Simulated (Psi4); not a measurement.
# BCl2F (dichlorofluoroborane) at TPSS/6-311+G(d,p)

Aim: the vertical singlet–triplet gap of BCl2F (dichlorofluoroborane) at TPSS/6-311+G**, from 2 runs. 

The results are computed with Psi4 1.11.

## 1. The molecule

BCl2F: 4 atoms, total charge 0, spin state singlet. SMILES: `FB(Cl)Cl`. The coordinates come from a PBE0-D4/def2-TZVP relaxation.

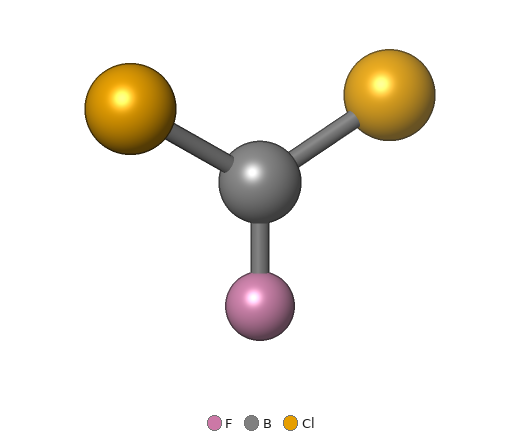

The structure, seen from a chosen angle (fluorine pink, boron grey, chlorine amber).

## 2. A single-point energy at TPSS/6-311+G(d,p)

calc.dat reads:

```
memory 2.2 GB

molecule geom {
  0 1
  F      0.114370    -1.165320    -0.781190
  B      0.007910    -0.080610    -0.054040
  Cl    -1.549540     0.373780     0.571420
  Cl     1.427260     0.872140     0.263810
  symmetry c1
  no_reorient
  no_com
}

set basis 6-311+G**
set reference rks
set puream true
set e_convergence 1e-09
set d_convergence 1e-08
set scf_type pk
set dft_radial_points 99
set dft_spherical_points 590

e_tot, wfn = energy("tpss", return_wfn=True)
oeprop(wfn, "MULLIKEN_CHARGES", "MAYER_INDICES", "DIPOLE")
```

On the command line:

```
psi4 -i calc.dat -o calc.out -n 1
```

calc.out:

```text
[...]
  Running in c1 symmetry.
[...]
  Nuclear repulsion =  181.669072785720488
[...]
  Multiplicity = 1
[...]
  Nalpha       = 24
  Nbeta        = 24
[...]
    Number of basis functions: 104
[...]
   @RKS iter   1: -1045.22951984694009   -7.23097e-02   5.30230e-03 DIIS/ADIIS
[...]
   @RKS iter  11: -1045.34417082915525   -1.81899e-12   7.08766e-10 DIIS
[...]
    Orbital Energies [Eh]
    ---------------------
    Doubly Occupied:
       1A   -101.037704     2A   -101.037703     3A    -24.454121
       4A     -9.276299     5A     -9.276276     6A     -7.055718
       7A     -7.055718     8A     -7.049666     9A     -7.049666
      10A     -7.047421    11A     -7.047421    12A     -6.745847
      13A     -1.185640    14A     -0.824261    15A     -0.795363
      16A     -0.538981    17A     -0.465580    18A     -0.459771
      19A     -0.451590    20A     -0.369037    21A     -0.346900
      22A     -0.332294    23A     -0.318589    24A     -0.299370
[...]
  @RKS Final Energy: -1045.34417082915525
   => Energetics <=
    Nuclear Repulsion Energy =            181.6690727857204877
    One-Electron Energy =               -1804.5442185425599746
    Two-Electron Energy =                 648.6592683744147507
    DFT Exchange-Correlation Energy =     -71.1282934467306234
    Empirical Dispersion Energy =           0.0000000000000000
    VV10 Nonlocal Energy =                  0.0000000000000000
    Total Energy =                      -1045.3441708291552459
[...]
 Multipole Moments:
 ------------------------------------------------------------------------------------
     Multipole            Electronic (a.u.)      Nuclear  (a.u.)        Total (a.u.)
 ------------------------------------------------------------------------------------
 L = 1.  Multiply by 2.5417464519 to convert [e a0] to [Debye]
 Dipole X            :          1.9014914           -1.9083966           -0.0069052
 Dipole Y            :        -19.3743871           19.4447338            0.0703467
 Dipole Z            :        -12.9881761           13.0353308            0.0471547
 Magnitude           :                                                    0.0849700
[...]
  Mulliken Charges: (a.u.)
   Center  Symbol    Alpha    Beta     Spin     Total
       1     F     4.41662  4.41662  0.00000  0.16676
       2     B     2.58952  2.58952  0.00000 -0.17904
       3    CL     8.49693  8.49693  0.00000  0.00614
       4    CL     8.49693  8.49693  0.00000  0.00614
   Total alpha = 24.00000, Total beta = 24.00000, Total charge =  0.00000
  Mayer Bond Indices:
[...]
```

Wall time 34 s (1 thread of Intel Xeon Platinum 8259CL at 2.50GHz (Skylake/Cascade Lake), shared host); peak memory 1.1 GiB.

## 3. The triplet: energy and forces at UTPSS/6-311+G(d,p)

run.py reads:

```python
import psi4

psi4.set_memory(2200000000)
psi4.set_num_threads(1)
psi4.set_output_file('run.log', False)

molecule = psi4.geometry("""
0 3
F      0.114370    -1.165320    -0.781190
B      0.007910    -0.080610    -0.054040
Cl    -1.549540     0.373780     0.571420
Cl     1.427260     0.872140     0.263810
symmetry c1
no_reorient
no_com
""")

psi4.set_options({
    'reference': 'uks',
    'puream': True,
    'e_convergence': 1e-09,
    'd_convergence': 1e-08,
    'scf_type': 'pk',
    'dft_radial_points': 99,
    'dft_spherical_points': 590,
    'maxiter': 100,
})

result = psi4.gradient("tpss/6-311+G**")
print('gradient / Eh bohr^-1')
print(result.np.round(6))
for k, v in sorted(psi4.core.scalar_variables().items()):
    print(f'{k:45s} {v:18.10f}')
```

On the command line:

```
python run.py
```

run.log:

```text
[...]
  Running in c1 symmetry.
[...]
  Nuclear repulsion =  181.669072785720488
[...]
  Multiplicity = 3
[...]
  Nalpha       = 25
  Nbeta        = 23
[...]
    Number of basis functions: 104
[...]
   @UKS iter   1: -1044.91474746503309    2.42463e-01   6.37253e-03 ADIIS/DIIS
[...]
   @UKS iter  14: -1045.11439566429021   -5.00222e-12   3.45181e-09 DIIS
[...]
   @S^2 Observed:                2.004938277E+00
[...]
    Orbital Energies [Eh]
    ---------------------
    Alpha Occupied:
       1A   -101.080077     2A   -101.080076     3A    -24.416104
       4A     -9.315692     5A     -9.315669     6A     -7.097293
       7A     -7.097293     8A     -7.091553     9A     -7.091553
      10A     -7.085058    11A     -7.085058    12A     -6.649690
      13A     -1.147924    14A     -0.849473    15A     -0.824822
      16A     -0.515399    17A     -0.461712    18A     -0.458116
      19A     -0.423823    20A     -0.376108    21A     -0.368196
      22A     -0.354940    23A     -0.348750    24A     -0.338748
      25A     -0.073489
    Alpha Virtual:
[...]
  @UKS Final Energy: -1045.11439566429021
   => Energetics <=
    Nuclear Repulsion Energy =            181.6690727857204877
    One-Electron Energy =               -1803.9199516165692785
    Two-Electron Energy =                 648.2467439182270255
    DFT Exchange-Correlation Energy =     -71.1102607516684628
    Empirical Dispersion Energy =           0.0000000000000000
    VV10 Nonlocal Energy =                  0.0000000000000000
    Total Energy =                      -1045.1143956642902140
[...]
 Multipole Moments:
 ------------------------------------------------------------------------------------
     Multipole            Electronic (a.u.)      Nuclear  (a.u.)        Total (a.u.)
 ------------------------------------------------------------------------------------
 L = 1.  Multiply by 2.5417464519 to convert [e a0] to [Debye]
 Dipole X            :          1.8607228           -1.9083966           -0.0476738
 Dipole Y            :        -18.9589502           19.4447338            0.4857836
 Dipole Z            :        -12.7096655           13.0353308            0.3256653
 Magnitude           :                                                    0.5867848
[...]
  -Total Gradient:
     Atom            X                  Y                   Z
    ------   -----------------  -----------------  -----------------
       1       -0.005589513250     0.056953145664     0.038178510898
       2        0.001867529465    -0.019019992658    -0.012748133465
       3        0.028747996862    -0.014462900604    -0.015492021659
       4       -0.025026421107    -0.023466090796    -0.009935565396
[...]
```

The script printed:

```text
gradient / Eh bohr^-1
[[-0.00559   0.056953  0.038179]
 [ 0.001868 -0.01902  -0.012748]
 [ 0.028748 -0.014463 -0.015492]
 [-0.025026 -0.023466 -0.009936]]
CURRENT ENERGY                                  -1045.1143956643
CURRENT REFERENCE ENERGY                        -1045.1143956643
DD SOLVATION ENERGY                                 0.0000000000
DFT FUNCTIONAL TOTAL ENERGY                     -1045.1143956643
DFT TOTAL ENERGY                                -1045.1143956643
DFT VV10 ENERGY                                     0.0000000000
DFT XC ENERGY                                     -71.1102607517
GRID ELECTRONS ALPHA                               24.9999999630
GRID ELECTRONS BETA                                22.9999999634
GRID ELECTRONS TOTAL                               47.9999999264
NUCLEAR REPULSION ENERGY                          181.6690727857
ONE-ELECTRON ENERGY                             -1803.9199516166
PCM POLARIZATION ENERGY                             0.0000000000
PE ENERGY                                           0.0000000000
SCF ITERATION ENERGY                            -1045.1143956643
SCF ITERATIONS                                     14.0000000000
SCF TOTAL ENERGY                                -1045.1143956643
TWO-ELECTRON ENERGY                               648.2467439182
XC GRID RADIAL POINTS                              99.0000000000
XC GRID SPHERICAL POINTS                          590.0000000000
XC GRID TOTAL POINTS                           227161.0000000000
```

Run time: 70 s. Hardware: 1 thread of Intel Xeon Platinum 8259CL at 2.50GHz (Skylake/Cascade Lake), shared host; peak memory 1.1 GiB.

## 4. Outcome

At TPSS/6-311+G**:

```
                                        quantity           value
                           singlet: total energy  -1045.34417 Eh
                          singlet: dipole moment          0.22 D
                            singlet: HOMO energy        -8.15 eV
                            singlet: LUMO energy        -1.95 eV
                          singlet: HOMO–LUMO gap         6.20 eV
                           triplet: total energy  -1045.11440 Eh
                          triplet: dipole moment          1.49 D
     triplet: HOMO energy (highest over α and β)        -2.00 eV
                                   triplet: ⟨S²⟩           2.005
               triplet: largest force on an atom      3.537 eV/Å
vertical energy of the triplet above the singlet        6.253 eV
```

What this shows: At this shape the triplet lies 6.25 eV (603 kJ/mol) above the singlet.
